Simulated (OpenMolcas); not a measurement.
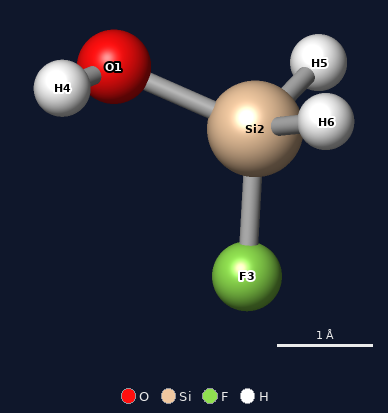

**Figure 1.** The structure (ball-and-stick view, seen at a tilt; atoms are numbered from 1 in the order of the input). Bond lengths as drawn: F–Si 1.60 Å, H–O 0.96 Å, H–Si 1.47 to 1.48 Å and O–Si 1.63 Å.

**Run report: SiH$_{3}$OF, energy and gradient calculation (part 1 of 2)**

The run: energy and gradient calculation of SiH$_{3}$OF. Method and program: BLYP/aug-cc-pVDZ, RKS (OpenMolcas 26.06).

The geometry comes from this level: PBE0-D4/def2-TZVP.

### Output
```
--- Start Module: gateway ---

                                              &GATEWAY

                       available to each process: 1.9 GB of memory, 1 thread

 Basis Set     1 Label: O.AUG-CC-PVDZ
 Basis set is read from library:.
 basistype.tbl is not found

 Basis Set     2 Label: SI.AUG-CC-PVDZ
 Basis set is read from library:.
 basistype.tbl is not found

 Basis Set     3 Label: F.AUG-CC-PVDZ
 Basis set is read from library:.
 basistype.tbl is not found

 Basis Set     4 Label: H.AUG-CC-PVDZ
 Basis set is read from library:.
 basistype.tbl is not found

++    Symmetry information:
      ---------------------

                    Character Table for C1

                             E
                    a        1  x, y, xy, Rz, z, xz, Ry, yz, Rx, I
--

++    Basis set information:
      ----------------------

      Basis set label: O.AUG-CC-PVDZ.........

      Electronic valence basis set:
      ------------------
      Associated Effective Charge   8.000000 au
      Associated Actual Charge      8.000000 au
      Nuclear Model: Point charge

      Shell  nPrim  nBasis  Cartesian Spherical Contaminant
         s      10       4        X
         p       5       3        X
         d       2       2                 X

      Basis set label: SI.AUG-CC-PVDZ.........

      Electronic valence basis set:
      ------------------
      Associated Effective Charge  14.000000 au
      Associated Actual Charge     14.000000 au
      Nuclear Model: Point charge

      Shell  nPrim  nBasis  Cartesian Spherical Contaminant
         s      13       5        X
         p       9       4        X
         d       2       2                 X

      Basis set label: F.AUG-CC-PVDZ.........

      Electronic valence basis set:
      ------------------
      Associated Effective Charge   9.000000 au
      Associated Actual Charge      9.000000 au
      Nuclear Model: Point charge

      Shell  nPrim  nBasis  Cartesian Spherical Contaminant
         s      10       4        X
         p       5       3        X
         d       2       2                 X

      Basis set label: H.AUG-CC-PVDZ.........

      Electronic valence basis set:
      ------------------
      Associated Effective Charge   1.000000 au
      Associated Actual Charge      1.000000 au
      Nuclear Model: Point charge

      Shell  nPrim  nBasis  Cartesian Spherical Contaminant
         s       5       3        X
         p       2       2        X
--

++    Molecular structure info:
      -------------------------

                    ************************************************
                    **** Cartesian Coordinates / bohr, angstrom ****
                    ************************************************

     Center  Label                x              y              z                     x              y              z
        1      O1              -1.612881      -0.395331      -1.746296             -0.853500      -0.209200      -0.924100
        2      SI2              0.714883      -0.017574       0.234137              0.378300      -0.009300       0.123900
        3      F3               0.341662      -1.743839       2.679254              0.180800      -0.922800       1.417800
        4      H4              -3.239369       0.283837      -1.333391             -1.714200       0.150200      -0.705600
        5      H5               3.015247      -0.866439      -1.088104              1.595600      -0.458500      -0.575800
        6      H6               0.860014       2.618405       1.167095              0.455100       1.385600       0.617600

                    ***************************************
                    *    InterNuclear Distances / bohr    *
                    ***************************************

               1 O1            2 SI2           3 F3            4 H4            5 H5            6 H6
    1 O1       0.000000
    2 SI2      3.079497        0.000000
    3 F3       5.022371        3.016269        0.000000
    4 H4       1.810309        4.264282        5.747745        0.000000
    5 H5       4.698375        2.785779        4.702220        6.364237        0.000000
    6 H6       4.866791        2.799975        4.645910        5.339248        4.677081        0.000000

                    *******************************************
                    *    InterNuclear Distances / angstrom    *
                    *******************************************

               1 O1            2 SI2           3 F3            4 H4            5 H5            6 H6
    1 O1       0.000000
    2 SI2      1.629600        0.000000
    3 F3       2.657724        1.596141        0.000000
    4 H4       0.957974        2.256561        3.041576        0.000000
    5 H5       2.486273        1.474171        2.488308        3.367809        0.000000
    6 H6       2.575395        1.481683        2.458510        2.825409        2.475005        0.000000

                    **************************************
                    *    Valence Bond Angles / degree    *
                    **************************************
                          Atom centers                 Phi
                      5 H5       2 SI2      6 H6       113.72
--

            Nuclear Potential Energy            119.52842978 au

--- Stop Module: gateway /rc=_RC_ALL_IS_WELL_ ---

--- Start Module: seward ---

                                              &SEWARD

                       available to each process: 1.9 GB of memory, 1 thread

               SEWARD will generate:
                  Multipole Moment integrals up to order  2
                  Kinetic Energy integrals
                  Nuclear Attraction integrals (point charge)
                  One-Electron Hamiltonian integrals
                  Velocity integrals
                  Orbital angular momentum around (  0.0202  -0.5742   0.4282 )
                  Velocity quadrupole around (  0.0202  -0.5742   0.4282 )
                  Two-Electron Repulsion integrals

                   Integrals are discarded if absolute value <: 1.00E-14
                   Integral cutoff threshold is set to       <: 1.00E-16

            Nuclear Potential Energy            119.52842978 au

      Basis set specifications :
      Symmetry species         a
      Basis functions          100

--- Stop Module: seward /rc=_RC_ALL_IS_WELL_ ---
--- Module seward spent 3 seconds ---

--- Start Module: scf ---

                                                &SCF

                       available to each process: 1.9 GB of memory, 1 thread

 ###############################################################################
 ###     Minimized-density-differences option turned off!                    ###
 ###############################################################################
++    Input section:
      --------------

      Header of the integral files:

      Cartesian coordinates in angstrom:
      -----------------------------------------------------
      No.  Label        X            Y            Z
      -----------------------------------------------------
       1   O1        -0.85350000  -0.20920000  -0.92410000
       2   SI2        0.37830000  -0.00930000   0.12390000
       3   F3         0.18080000  -0.92280000   1.41780000
       4   H4        -1.71420000   0.15020000  -0.70560000
       5   H5         1.59560000  -0.45850000  -0.57580000
       6   H6         0.45510000   1.38560000   0.61760000
      -----------------------------------------------------
      Nuclear repulsion energy =  119.52842978
--

++    Orbital specifications:
      -----------------------

      Symmetry species               1
                                     a
      Frozen orbitals                0
      Occupied orbitals             17
      Secondary orbitals            83
      Deleted orbitals               0
      Total number of orbitals     100
      Number of basis functions    100
--

      Molecular charge                           0.000

      Numerical integration parameters
      --------------------------------
      Radial quadrature type:                         MHL
      Size of radial grid:                            99
      Lebedev angular grid:                           41
      Angular grid pruned with the crowding factor:  1.00E+10
                                 and fading factor:  1.00E+01
      Screening threshold for integral computation:   1.00E-11
      Radial quadrature accuracy:                     1.00E-25
      Maximum batch size:                             128
      AO values are stored on disk
      The same grid will be used for all iterations.

      DFT functional specifications
      -----------------------------
      Using Libxc version: 6.2.2
      Please cite the following reference:
      S. Lehtola, C. Steigemann, M. J.T. Oliveira, and M. A.L. Marques.,  SoftwareX 7, 1–5 (2018) doi:10.1016/j.softx.2017.11.002

      * Becke 88
        - A. D. Becke.,  Phys. Rev. A 38, 3098 (1988) doi:10.1103/PhysRevA.38.3098
      * Lee, Yang & Parr
        - C. Lee, W. Yang, and R. G. Parr.,  Phys. Rev. B 37, 785 (1988) doi:10.1103/PhysRevB.37.785
        - B. Miehlich, A. Savin, H. Stoll, and H. Preuss.,  Chem. Phys. Lett. 157, 200 (1989) doi:10.1016/0009-2614(89)87234-3

++    Optimization specifications:
      ----------------------------

      SCF Algorithm: Conventional
      D(i)-D(i-1) density differences are used
      Number of density matrices in core                 5
      Maximum number of NDDO SCF iterations            400
      Maximum number of HF SCF iterations              400
      Threshold for SCF energy change             1.00E-10
      Threshold for density matrix                1.00E-07
      Threshold for Fock matrix                   1.00E-07
      Threshold for linear dependence             1.00E-09
      Threshold at which DIIS is turned on        1.50E-01
      Maximum depth in the DIIS procedure                5
      Maximum depth in the BFGS Hessian update          30
      Threshold at which QNR/C2DIIS is turned on  7.50E-02
      Threshold for Norm(delta) (QNR/C2DIIS)      1.00E-05
      All orbitals punched on: SCFORB
--

      Input vectors read from INPORB
      Orbital file label: *Guess orbitals

++ Convergence information
                                   BLYP       iterations: Energy and convergence statistics
```
